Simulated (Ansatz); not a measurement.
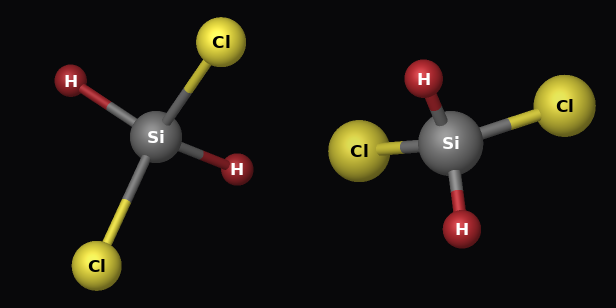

The same structure drawn twice, from different directions.

Computed geometry: PBE0-D4/def2-TZVP optimisation.

What does the picture show?

It has 5 atoms: 2 chlorine, 2 hydrogen and 1 silicon (Cl₂H₂Si). This geometry has C2v symmetry. Coordination: 1 Si tetrahedral.

More results for the same structure follow; atom numbers are the same in all pictures, views and colours differ.

**Shape**

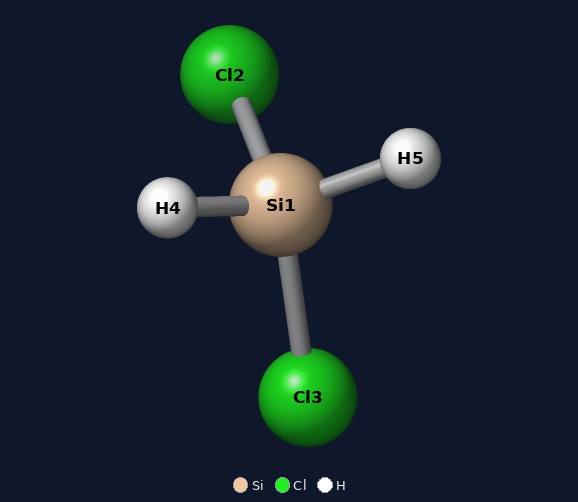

Atoms carry their numbers in the input.

Give these bond angles: Cl2–Si1–Cl3, Cl2–Si1–H4, H4–Si1–H5.

```
      angle  degrees
Cl2–Si1–Cl3    110.1
 Cl2–Si1–H4    108.5
  H4–Si1–H5    112.8
```

**Charges**

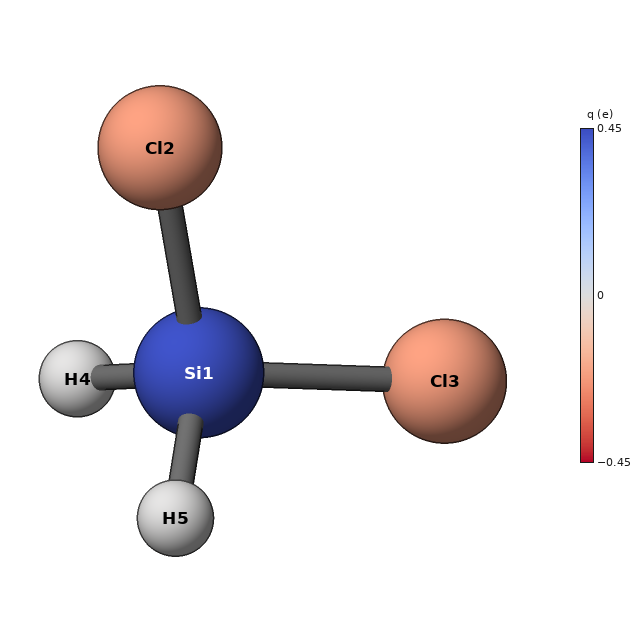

Atoms are coloured by their Mulliken charges. Properties computed with RKS PBE0-D4/def2-TZVP (Ansatz 0.2.0).

List the Mulliken charges.

| atom | value (e) |
| --- | --- |
| Si1 | 0.44 |
| Cl2 | −0.22 |
| Cl3 | −0.22 |
| H4 | 0.00 |
| H5 | 0.00 |

**Vibrations**

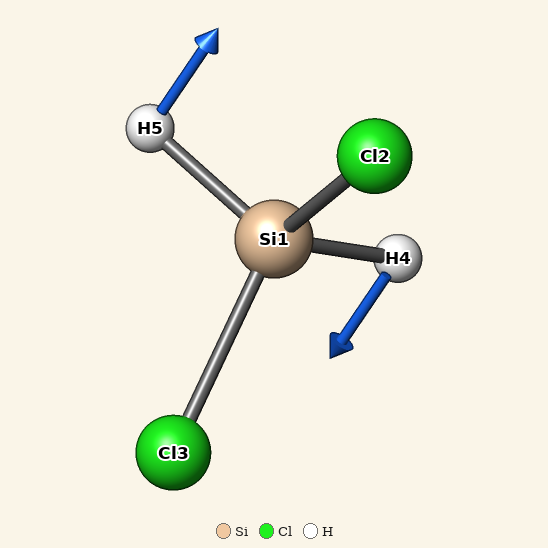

The arrows show one normal mode. Harmonic vibrations computed with RKS PBE0-D4/def2-TZVP (Ansatz 0.2.0) at a stationary point of the same level.

**What kind of motion is it?**

Mostly Cl–Si–H bending.

**Estimate its harmonic wavenumber.**

707 cm⁻¹; it is mode 5 of 9 counted from the lowest.

**Thermal motion**

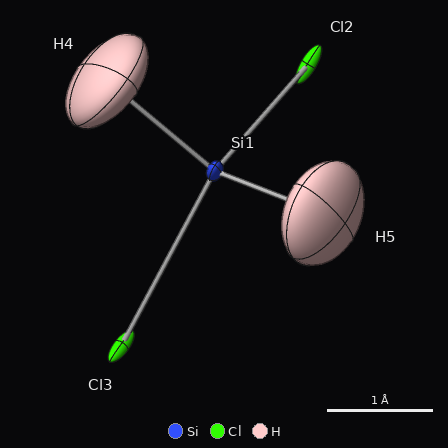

Displacement ellipsoids at the 50 % level, enlarged 2 times, from the internal vibrations of the free molecule (harmonic, no overall translation or rotation; no half-axis is drawn under 0.075 Å). Vibrations computed with RKS PBE0-D4/def2-TZVP (Ansatz 0.2.0). Temperature: 600 K.

**Which atom moves most?**

H4, H5, with U_eq = 0.0231 Å².

**Does H5 move more along its bond or across it?**

Across it: the root-mean-square amplitude is 0.093 Å along the bond and up to 0.179 Å across, since bending and torsion are softer than stretching.

Give the displacement parameters, one line for each set of equivalent atoms.

| atom | U_eq (Å²) | rms amplitudes (Å) |
| --- | --- | --- |
| Si1 | 0.0018 | 0.017, 0.032, 0.064 |
| Cl2, Cl3 | 0.0017 | 0.006, 0.022, 0.069 |
| H4, H5 | 0.0231 | 0.090, 0.171, 0.179 |

**Dipole moment**

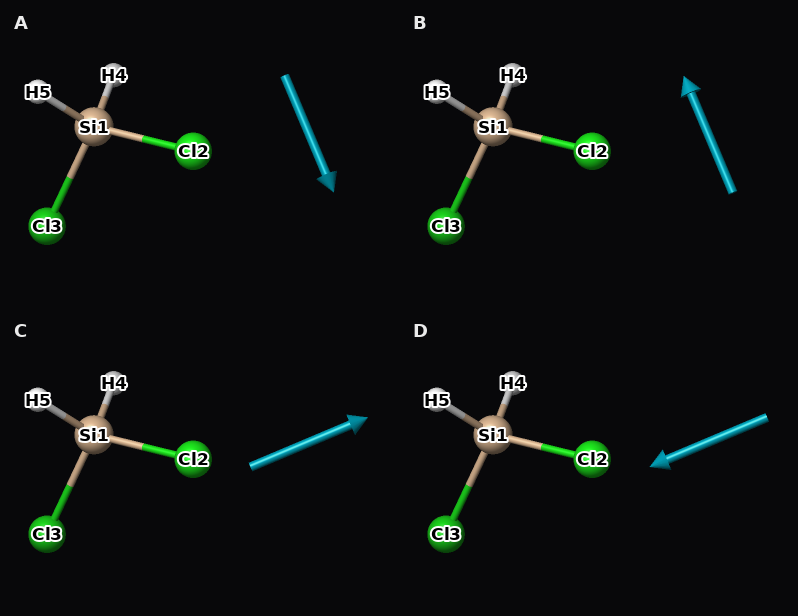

The same molecule four times, each with an arrow. Level of theory: RKS PBE0-D4/def2-TZVP (Ansatz 0.2.0).

**Which arrow points along the dipole moment, from the negative to the positive end?**

B. The dipole moment is 1.15 D; it points from the side of Cl2, Cl3 to the side of H4, H5 (the outermost atoms at the two ends).

Mulliken values depend strongly on the basis set and can even reverse the polarity of a bond.
